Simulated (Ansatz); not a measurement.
# Quasi-harmonic thermodynamics of Cu (Copper, Fm-3m)

Wanted: α(T), C_P(T) and B(T) of Cu (Copper) in the quasi-harmonic approximation.

What experiment has found for this phase:
- heat capacity C_P per formula unit 24.5 J/mol/K near room temperature (given in “High-Throughput Prediction of Finite-Temperature Properties using the Quasi-Harmonic Approximation”, 2016, arXiv:1603.06924)

Method: DFT LDA, scalar-relativistic, plane waves, PAW, in the first sound run; inputs show where later runs differ, in Ansatz 0.2.0.

### 1. The starting structure

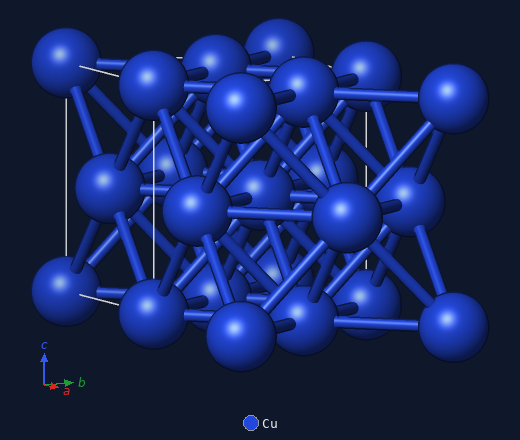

The starting structure, seen slightly off an axis (copper blue). 2×1×1 cells are drawn. This picture shows the conventional cell, with its axes. Some periodic images of atoms are drawn too.

### 2. Probe on a coarse mesh

Before spending time, one coarse run tells the gap and the pressure of the starting cell.

Contents of input.yaml:

```yaml
crystal:
  lattice:
    - [0.0, 1.8075, 1.8075]
    - [1.8075, 0.0, 1.8075]
    - [1.8075, 1.8075, 0.0]
  atoms:
    - { symbol: Cu, position: [0.0, 0.0, 0.0] }
kpoints:
  mp_grid: { grid: [8, 8, 8] }
hamiltonian:
  xc: lda
scf:
  occupations: { method: gaussian, width: 0.1 }
  lower_state_search: "off"
output:
  forces: true
  stress: true
  eigenvalues: true
```

Command:

```
> ansatz run input.yaml --threads 8 --pin off --max-ram 16384MiB --backend cpu --events-out ev --progress --plain --runs-dir out
```

Numbers of over 12 decimals in the logs are rounded to 6 here.

Output:

```text
Engine: ansatz 0.2.0, aarch64-unknown-linux-gnu
Pseudopotentials: kind: paw
Pseudopotential: Cu, paw, valence charge 19, recommended cutoff 420 eV (normal), Cu.paw.azcp
Functional definition: SPW92
  exchange = slater_x
  correlation = pw_c
Crystal: 1 atoms, lattice volume = 11.810 Å³
Basis set: ecut = 420 eV, 259 PW (Γ)
Bands: 14, of which v1, the nominal top of the filled ones, is band 10 counted from 1 (9 counted from 0)
Symmetry: 48 space group operations
Space group: Fm-3m (ITA 225), of the structure as read, at distance tolerance 2.3e-5 Å
k-points: 29 of 512
Non-local potential: Cu, projectors of the file, l = 0: 3, l = 1: 2, l = 2: 3, l = 3: 1
PAW form: soft (Blöchl's): semilocal exchange-correlation on the pseudo side does not see the compensation charge
PAW frozen core: Cu, regenerated for the run's functional, and the local potential with it (the file was generated under x = pbe(κ = 0.804, μ = 0.219515), c = pbe(β = 0.066725))
PAW one-centre angular grid: Cu, 590 points (default); XC on 64 Gauss nodes
Initial density: superposition of atomic densities (neutral atoms: chi_scale 0, normalization atom), corrected by the library's trained network
Initial wavefunctions: pseudopotential atomic-orbital guess
Functional: x = slater, c = lda
SCF iter   1: F=—  HF=-6555.657970 eV  |F-HF|=—  |Δ(HF+E_count)|=         —  Δρ=2.21e-2  dr2=2.54e-2  ethr=1.77e-3  ⟨swp⟩=5.2  Hψ=2020  notcnv=0
preconditioner: auto → none  [insulator: Δε(μ)=0.234 eV  Ē_g=16.966 eV  σ=0.100 eV  W_gap=0.84  n_scr=0 (ndim 8)  ℏωp=35.8 eV  f_vac=0.000  D(μ)=0.66/eV (n_scr^D=8)  ε∞_Penn≈5.5]
SCF iter   2: F=—  HF=-6555.651432 eV  |F-HF|=—  |Δ(HF+E_count)|=   6.54e-3  Δρ=1.77e-3  dr2=2.88e-4  ethr=1.34e-4  ⟨swp⟩=2.8  Hψ=897  notcnv=0  defer=9
SCF iter   3: F=—  HF=-6555.651398 eV  |F-HF|=—  |Δ(HF+E_count)|=   3.40e-5  Δρ=1.37e-3  dr2=5.91e-5  ethr=1.52e-6  ⟨swp⟩=2.2  Hψ=604  notcnv=0  defer=9
SCF iter   4: F=—  HF=-6555.651432 eV  |F-HF|=—  |Δ(HF+E_count)|=   3.37e-5  Δρ=3.76e-5  dr2=9.38e-8  ethr=3.11e-7  ⟨swp⟩=1.2  Hψ=417  notcnv=0  defer=9
iter 5 did not close the SCF: its close was put off for the readings that it lacked (scf_convergence_deferred on its scf_iter line)
SCF iter   5: F=-6555.651432 eV  HF=-6555.651432 eV  |F-HF|=7.37e-11  |Δ(HF+E_count)|=   1.09e-7  Δρ=4.33e-6  dr2=7.06e-10  ethr=4.94e-10  ⟨swp⟩=2.1  Hψ=637  notcnv=0  defer=9
SCF iter   6: F=-6555.651432 eV  HF=-6555.651432 eV  |F-HF|=0.00e0  |Δ(HF+E_count)|=  1.28e-10  Δρ=2.76e-7  dr2=3.62e-12  ethr=3.71e-12  ⟨swp⟩=3.0  Hψ=1254  notcnv=0
SCF 1 converged in 6 iterations: F = -6555.651432 eV  dr2 = 3.62e-12
  greatest PAW one-centre occupation: 1.000 electrons in one spin orbital (limit 2), on the Cu atom at site 0 (counted from 0), in its partial waves of l = 0
SCF converged after 6 iterations
Free energy (F): -6555.651432 eV
Harris-Foulkes:  -6555.651432 eV  (|F-HF|=0.00e0)
Internal energy: -6555.648320 eV  (E = F + TS)
E sigma→0 (E₀):  -6555.649876 eV
Entropy (-TS):   -0.003112 eV (-3.112 meV/atom)
Fermi energy:    16.261331 eV
--- Per-component energies (eV) ---
  E_band       = -363.727554
  E_kinetic    = 300.495414
  E_local      = -4053.106835  (includes V_loc(G=0)·N_el)
  E_nonlocal   = 394.134558
  E_hartree    = 1781.165829
  E_xc         = -89.101025
  E_vxc        = -115.557597  (∫ρ·V_xc dr)
  E_paw        = -1593.232446  (= ΣΔE_a)
  E_vpaw       = -452.024825  (= ΣTr[D̂ρ^β])
  E_aug_tail   = 0.000220  (compensation charges beyond the density's cutoff)
  E_ewald      = -3296.453696
  E_core_change = 0.449660  (= ΣΔE_core)
  E_smearing   = -0.003112  (= −TS)
  E_closure    = 0.000000  (closes the sum)
  Σ components = -6555.651432   (vs F -6555.651432, Δ=0.00e0)
--- Forces (eV/Å), atoms counted from 1 ---
  atom   1  Cu     0.00000000     0.00000000    -0.00000000
  max |Σ_I F_I| component: 3.90e-32 eV/Å
--- Stress (GPa, compression-positive) ---
      -11.685505       0.000000       0.000000
        0.000000     -11.685505       0.000000
        0.000000      -0.000000     -11.685505
  P = ⅓ Tr σ = -11.6855 GPa (-116.855 kbar)
--- Band table (eV; the first three rows and the last of 29) ---
  k-point 0: bands = [... 6 lower, 13.2976, 13.2976, 14.1473, 14.1473, 39.0454, 41.3311, 41.3311, 41.3311]
  k-point 1: bands = [... 6 lower, 13.3931, 13.3931, 14.1178, 14.1178, 35.0770, 39.5903, 40.1480, 40.1480]
  k-point 2: bands = [... 6 lower, 13.4599, 13.4599, 14.2299, 14.2299, 28.7242, 38.9059, 38.9184, 38.9184]
  k-point 28: bands = [... 6 lower, 12.7842, 14.1040, 14.8671, 22.4975, 22.4975, 24.6902, 24.9537, 44.4847]
```

It took 0.23 s on 8 threads of Arm Neoverse V2, shared host; peak memory 0.24 GiB; 0.59 s of CPU time.

In the SCF lines HF is the Harris–Foulkes energy and dr2 the Hartree energy of the density residual, in eV; the loop may stop once dr2 is under the threshold and the program's other checks hold. Hψ counts applications of the Hamiltonian.

This step gave:

```yaml
pressure: -11.69 GPa
volume_per_atom: 11.81 Å³/atom
gap_on_the_k_mesh: 0 eV
```

The start is under -12 GPa at this level and looks like a metal on this mesh.

### 3. A loose first relaxation

The start is far from rest, so a relaxation with loose thresholds first brings it near the minimum.

input.yaml, the sections that differ from step 2:

```yaml
kpoints:
  mp_grid: { grid: [10, 10, 10] }
relax:
  adjacent_minimum: "off"
  f_tol: 0.05
  max_steps: 80
  cell: { stress_tol: 0.5 }
# crystal, hamiltonian, scf, output: as in step 2
```

Output:

```text
[...]
Crystal: 1 atoms, lattice volume = 11.810 Å³
Basis set: ecut = 420 eV, 259 PW (Γ)
Bands: 14, of which v1, the nominal top of the filled ones, is band 10 counted from 1 (9 counted from 0)
Symmetry: 48 space group operations
[...]
k-points: 47 of 1000
[...]
SCF iter   1: F=—  HF=-6555.676190 eV  |F-HF|=—  |Δ(HF+E_count)|=         —  Δρ=2.40e-2  dr2=3.09e-2  ethr=1.77e-3  ⟨swp⟩=5.3  Hψ=3280  notcnv=0
[...]
SCF iter   6: F=-6555.668547 eV  HF=-6555.668547 eV  |F-HF|=3.64e-12  |Δ(HF+E_count)|=  2.73e-11  Δρ=5.16e-7  dr2=1.96e-11  ethr=5.44e-12  ⟨swp⟩=2.8  Hψ=2067  notcnv=0
SCF 1 converged in 6 iterations: F = -6555.668547 eV  dr2 = 1.96e-11
[...]
relax step   1: F+E_penalty+E_count = -6555.66854712 eV  Δ(F+E_penalty+E_count) = +0.000e0 eV  max|allowed force component| = 0.000e0 eV/Å  Δτ_max = 0.0000 Å  P = -12.395 GPa  Ω = 11.810 Å³  (6 SCF iters, dr2 threshold 1.00e-7 eV, accepted)
Crystal: 1 atoms, lattice volume = 11.315 Å³
Basis set: ecut = 420 eV, 229 PW (Γ)
[...]
iter 1 solved again at ethr=1.20e-4 eV; its pass at ethr=3.10e-3 eV (dr2=2.29e-2 eV) is discarded
[...]
SCF iter   6: F=-6555.698552 eV  HF=-6555.698552 eV  |F-HF|=9.09e-13  |Δ(HF+E_count)|=  4.50e-10  Δρ=5.20e-7  dr2=1.79e-11  ethr=4.34e-12  ⟨swp⟩=1.3  Hψ=2004  notcnv=0
SCF 2 converged in 6 iterations: F = -6555.698552 eV  dr2 = 1.79e-11
relax step   2: F+E_penalty+E_count = -6555.69855184 eV  Δ(F+E_penalty+E_count) = -3.000e-2 eV  max|allowed force component| = 0.000e0 eV/Å  Δτ_max = 0.0000 Å  P = -6.538 GPa  Ω = 11.315 Å³  energy of the carried Pulay correction = +3.168e-4 eV  (6 SCF iters, dr2 threshold 1.00e-7 eV, accepted)
Crystal: 1 atoms, lattice volume = 10.809 Å³
Basis set: ecut = 420 eV, 181 PW (Γ)
[...]
SCF iter   6: F=-6555.707640 eV  HF=-6555.707640 eV  |F-HF|=3.64e-12  |Δ(HF+E_count)|=   1.99e-9  Δρ=7.12e-7  dr2=3.53e-11  ethr=1.83e-11  ⟨swp⟩=1.9  Hψ=2099  notcnv=0
SCF 3 converged in 6 iterations: F = -6555.707640 eV  dr2 = 3.53e-11
relax step   3: F+E_penalty+E_count = -6555.70764045 eV  Δ(F+E_penalty+E_count) = -9.089e-3 eV  max|allowed force component| = 0.000e0 eV/Å  Δτ_max = 0.0000 Å  P = +1.368 GPa  Ω = 10.809 Å³  energy of the carried Pulay correction = +6.546e-4 eV  (6 SCF iters, dr2 threshold 1.00e-7 eV, accepted)
[...]
relax step   4: F+E_penalty+E_count = -6555.70791093 eV  Δ(F+E_penalty+E_count) = -2.705e-4 eV  max|allowed force component| = 0.000e0 eV/Å  Δτ_max = 0.0000 Å  P = -0.109 GPa  Ω = 10.893 Å³  energy of the carried Pulay correction = +5.973e-4 eV  (6 SCF iters, dr2 threshold 1.00e-7 eV, accepted)
[...]
SCF iter   6: F=-6555.707291 eV  HF=-6555.707291 eV  |F-HF|=9.09e-13  |Δ(HF+E_count)|=  9.09e-13  Δρ=2.77e-9  dr2=1.92e-16  ethr=1.00e-12  ⟨swp⟩=1.3  Hψ=1542  notcnv=0
SCF 5 converged in 6 iterations: F = -6555.707291 eV  dr2 = 1.92e-16
relax step   5: F+E_penalty+E_count = -6555.70729138 eV  Δ(F+E_penalty+E_count) = +6.195e-4 eV  max|allowed force component| = 0.000e0 eV/Å  Δτ_max = 0.0000 Å  P = -0.091 GPa  Ω = 10.893 Å³  stress off target by 9.05e-2 GPa  SCF on the basis re-selected at this cell (its energy is not comparable with the rows above)  (6 SCF iters)
basis re-selected at this cell: Δ(F+E_penalty+E_count) = +6.195e-4 eV, ΔP = +0.019 GPa vs the last step (what re-selecting the basis moved, of the pressure what is left beyond the Pulay correction that the steps carried, after the strain that the cell walked since its last selection, with what the two solves' SCF thresholds leave and, on support functions, any second-order correction that the steps lacked; it is no measure of the basis error at this ecutwfc). This SCF's stress stands 9.05e-2 GPa from its target on what of the cell is left free (relax.cell.stress_tol is 5.00e-1 GPa) and its largest allowed force component is 0.00e0 eV/Å (relax.f_tol is 5.00e-2 eV/Å): [rest of the remark cut]
SCF converged after 6 iterations
Free energy (F): -6555.707291 eV
[...]
Internal energy: -6555.703714 eV  (E = F + TS)
E sigma→0 (E₀):  -6555.705503 eV
Entropy (-TS):   -0.003577 eV (-3.577 meV/atom)
Fermi energy:    18.020242 eV
[...]
--- Stress (GPa, compression-positive) ---
       -0.090501      -0.000000       0.000000
       -0.000000      -0.090501      -0.000000
        0.000000      -0.000000      -0.090501
  P = ⅓ Tr σ = -0.0905 GPa (-0.905 kbar)
--- Band table (eV; the first three rows and the last of 47) ---
  k-point 0: bands = [... 6 lower, 14.8255, 14.8255, 15.7881, 15.7881, 41.5008, 44.4333, 44.4333, 44.4333]
  k-point 1: bands = [... 6 lower, 14.8995, 14.8995, 15.7613, 15.7613, 39.0732, 42.3750, 43.5290, 43.5290]
  k-point 2: bands = [... 6 lower, 15.0112, 15.0112, 15.7841, 15.7841, 33.7994, 41.8370, 42.4022, 42.4022]
  k-point 46: bands = [... 6 lower, 14.6935, 15.8259, 16.6015, 23.1923, 26.1556, 26.5776, 28.0684, 44.5944]
--- Relaxed structure (4 steps of the walk, 4 accepted, 1 SCFs on fresh bases) ---
  F+E_penalty+E_count = -6555.70729138 eV   max|allowed force component| = 0.000e0 eV/Å   (the final SCF, on the basis selected at the relaxed cell)
  cell:  # Å, volume = 10.8933 Å³
    - [0, 1.759448, 1.759448]
    - [1.759448, 0, 1.759448]
    - [1.759448, 1.759448, 0]
  atoms:
    - { symbol: Cu, position: [0.0, 0.0, 0.0] }
```

Elapsed: 0.83 s, on 8 threads; peak memory 0.28 GiB.

Relaxation path:

```
step  energy less that of the first step (eV)  largest force component (eV/Å)  pressure (GPa)  volume (Å³)
   1                                   0.0000                          0.0000          -12.39        11.81
   2                                  -0.0300                          0.0000           -6.54        11.31
   3                                  -0.0391                          0.0000            1.37        10.81
   4                                  -0.0394                          0.0000           -0.11        10.89
  5*                                  -0.0387                          0.0000           -0.09        10.89
```

Relaxation steps marked * repeat the geometry before them on a plane-wave basis chosen anew for their cell, so energy and pressure can jump there.

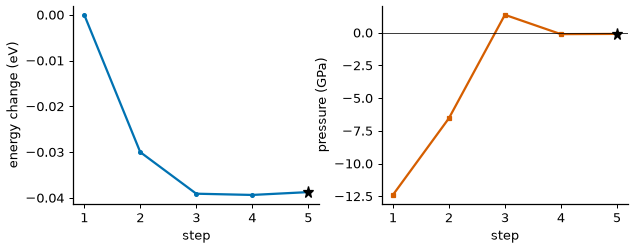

Energy and pressure along the relaxation. Stars mark steps on a basis chosen anew.

```
conventional cell, symmetrised  before  after  change
                         a (Å)   3.615  3.519  -2.7 %
                         b (Å)   3.615  3.519  -2.7 %
                         c (Å)   3.615  3.519  -2.7 %
              volume (Å³/atom)   11.81  10.89  -7.8 %
```

The relaxed structure:

```xyz
1
Lattice="0.0000 1.7594 1.7594 1.7594 0.0000 1.7594 1.7594 1.7594 0.0000" Properties=species:S:1:pos:R:3 pbc="T T T"
Cu    0.0000    0.0000    0.0000
```

Numbers from this step:

* pressure: -0.09050 GPa
* volume per atom: 10.89 Å³/atom

The relaxation ends with a pressure of -0.09 GPa.

### 4. Finding the static equilibrium

Phonons are second derivatives about a minimum, so cell and atoms are relaxed first, inside the symmetry of the start.

input.yaml, the sections that differ from step 3:

```yaml
crystal:
  lattice:
    - [0.0, 1.7594476949, 1.7594476949]
    - [1.7594476949, 0.0, 1.7594476949]
    - [1.7594476949, 1.7594476949, 0.0]
  atoms:
    - { symbol: Cu, position: [0.0, 0.0, 0.0] }
kpoints:
  mp_grid: { grid: [20, 20, 20] }
relax:
  adjacent_minimum: "off"
  f_tol: 0.005
  max_steps: 80
  cell: { stress_tol: 0.05 }
# hamiltonian, scf, output: as in step 3
```

Output:

```text
[...]
Crystal: 1 atoms, lattice volume = 10.893 Å³
Basis set: ecut = 420 eV, 181 PW (Γ)
Bands: 14, of which v1, the nominal top of the filled ones, is band 10 counted from 1 (9 counted from 0)
Symmetry: 48 space group operations
[...]
k-points: 256 of 8000
[...]
k-point 2: bands = [... 6 lower, 14.9146, 14.9146, 15.7766, 15.7766, 39.0825, 42.3827, 43.5388, 43.5388]
  k-point 255: bands = [... 6 lower, 14.2516, 15.7500, 16.6185, 24.6303, 24.6303, 26.9127, 27.5417, 47.5240]
--- Relaxed structure (2 steps of the walk, 2 accepted, 1 SCFs on fresh bases) ---
[...]
cell:  # Å, volume = 10.8909 Å³
    - [0, 1.759319, 1.759319]
    - [1.759319, 0, 1.759319]
    - [1.759319, 1.759319, 0]
  atoms:
    - { symbol: Cu, position: [0.0, 0.0, 0.0] }
[key lines of the parts left out:]
SCF converged after 6 iterations
Free energy (F): -6555.722645 eV
Fermi energy:    18.126481 eV
P = ⅓ Tr σ = -0.0473 GPa (-0.473 kbar)
```

Elapsed: 1.3 s, on 8 threads; peak memory 0.33 GiB; 7.2 s of CPU time.

Little changed from the start: no atom moved by 0.005 Å and no cell edge by 0.1 %.

Numbers from this step:

| Property | Result |
| --- | --- |
| pressure | -0.04725 GPa |

### 5. Relaxing to small residual forces and stress

The relaxation is repeated with tighter thresholds on force and stress, since phonons are sensitive to what is left; a change of mesh or smearing in the input moves the cell too.

Contents of input.yaml:

```yaml
crystal:
  lattice:
    - [0.0, 1.7593189915, 1.7593189915]
    - [1.7593189915, 0.0, 1.7593189915]
    - [1.7593189915, 1.7593189915, 0.0]
  atoms:
    - { symbol: Cu, position: [0.0, 0.0, 0.0] }
kpoints:
  mp_grid: { grid: [24, 24, 24] }
hamiltonian:
  xc: lda
scf:
  occupations: { method: methfessel_paxton, width: 0.2 }
  lower_state_search: "off"
output:
  forces: true
  stress: true
  eigenvalues: true
relax:
  adjacent_minimum: "off"
  f_tol: 0.001
  max_steps: 60
  cell: { stress_tol: 0.01 }
```

Output:

```text
[...]
Crystal: 1 atoms, lattice volume = 10.891 Å³
Basis set: ecut = 420 eV, 181 PW (Γ)
Bands: 14, of which v1, the nominal top of the filled ones, is band 10 counted from 1 (9 counted from 0)
Symmetry: 48 space group operations
[...]
k-points: 413 of 13824
[...]
k-point 2: bands = [... 6 lower, 14.8956, 14.8956, 15.7848, 15.7848, 39.8796, 42.5242, 43.7477, 43.7477]
  k-point 412: bands = [... 6 lower, 14.2532, 15.7517, 16.6205, 24.6316, 24.6316, 26.9140, 27.5432, 47.5257]
--- Relaxed structure (2 steps of the walk, 2 accepted, 1 SCFs on fresh bases) ---
[...]
cell:  # Å, volume = 10.8905 Å³
    - [0, 1.759298, 1.759298]
    - [1.759298, 0, 1.759298]
    - [1.759298, 1.759298, 0]
  atoms:
    - { symbol: Cu, position: [0.0, 0.0, 0.0] }
[key lines of the parts left out:]
SCF converged after 5 iterations
Free energy (F): -6555.721955 eV
Fermi energy:    18.167019 eV
P = ⅓ Tr σ = -0.0078 GPa (-0.078 kbar)
```

Wall time 1.7 s (8 threads); peak memory 0.37 GiB.

Little changed from the start: no atom moved by 0.005 Å and no cell edge by 0.1 %.

This step gave:

| Property | Result |
| --- | --- |
| pressure | -0.007797 GPa |

The residual pressure is -0.0078 GPa, small enough for phonons.

[end of part 1 of 4]

[Logs are printed without paths, hosts, clocks, repeated set-up lines and the standing remarks that a program may print on its own settings, such as how far it seeks lower states.]

[Hosts, paths, dates, database ids (printed as entryN), source tags and the programs' standing remarks are cut or masked in the printed files.]

[A step with changed settings may run another functional than the one named; its input shows which.]
